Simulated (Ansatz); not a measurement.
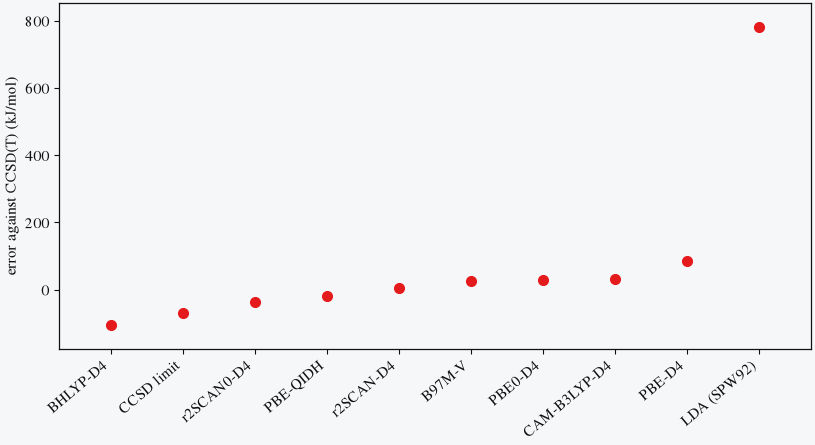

Error in the electronic atomisation energy (method less reference, so positive means overbinding) of C₄H₁₁P, SMILES CC(C)(C)P: functionals in def2-TZVPP against frozen-core CCSD(T) at the limit (MP2 extrapolated from triple and quadruple zeta, plus CCSD(T) less MP2 in a smaller set), which gives 5956.4 kJ/mol, at a PBE0-D4/def2-TZVP geometry (a minimum by its frequencies), no zero-point or spin-orbit term, the Ansatz code. The reference leaves out core correlation, a term that grows with the number of heavy atoms. PBE-QIDH holds a correlation term that converges slowly with the basis, so part of the distance to the limit is basis error. No dispersion term is added to PBE-QIDH. Limit means the basis limit.

Question: Which of these levels overbind, and which underbind?

Answer: Overbind: B97M-V, PBE0-D4, CAM-B3LYP-D4, PBE-D4 and LDA (SPW92). Underbind: BHLYP-D4, CCSD limit and r2SCAN0-D4. Within 25 kJ/mol of zero, too close to call in view of what the reference leaves out: PBE-QIDH and r2SCAN-D4.

Question: Give the values.

Answer:
```tsv
level	kJ/mol
BHLYP-D4	−104.4
CCSD limit	−69.2
r2SCAN0-D4	−38.2
PBE-QIDH	−18.9
r2SCAN-D4	6.0
B97M-V	26.2
PBE0-D4	28.7
CAM-B3LYP-D4	32.6
PBE-D4	86.2
LDA (SPW92)	780.6
```
